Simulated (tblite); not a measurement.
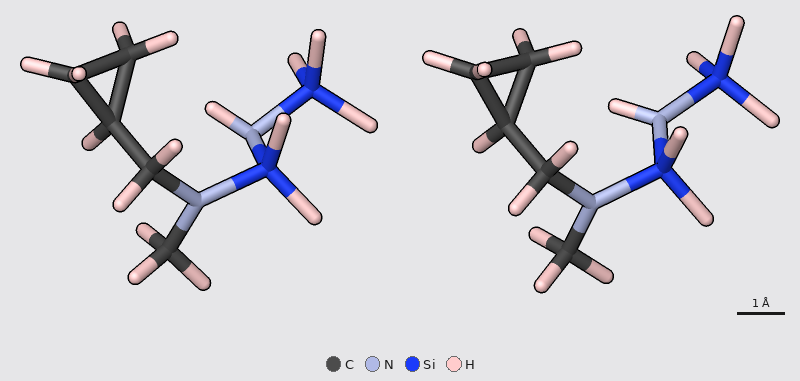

Two geometries of C₅H₁₆N₂Si₂, drawn at one scale. One is the start of a relaxation, the other its converged end. A stick model, seen at a tilt.

Computed with tblite 0.8.0, GFN2-xTB geometry optimisation, gas phase. 

Which geometry has the lower energy?

The right one is the relaxed one. An H atom moves most after the best rigid fit: 0.57 Å. By element the largest moves are H 0.57 Å, N 0.42 Å, Si 0.28 Å, C 0.15 Å. Some distances before and after: Si–Si 2.752 → 3.128 Å, N–Si 1.684 → 1.737 Å, C–N 1.484 → 1.442 Å, C–C 1.485 → 1.516 Å. Bond angles that change, for instance: Si–N–Si 109.7° → 129.0°, N–Si–N 102.2° → 113.1°, Si–N–H 108.1° → 114.4°. After 88 geometry steps the energy has fallen by 14.9 kcal/mol. Cost: 0.95 s on 1 thread of Arm Neoverse V1 (shared host).
